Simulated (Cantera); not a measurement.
Input: 1 mol Al, 12 mol HCl, 0.62 mol N2, equilibrated at 1350 K.

These are equilibrium values from Cantera (NASA tables, ideal gas, pure condensed phases), not measurements of a reactor. Candidate condensed phases: Al, AlCl3, AlN, NH4Cl; 20 gas species. The tables' values for AlCl2 are old estimates; treat these amounts as uncertain. Equilibrium is a limit: real reactors are often held back by kinetics, nucleation or transport.

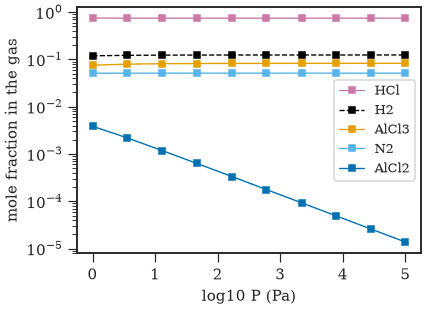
*Equilibrium gas composition (values under 1e-9 drawn at 1e-9)*

From 1.00 Pa to 1.00 bar nothing is condensed. The main Al-bearing gas is AlCl3 throughout.
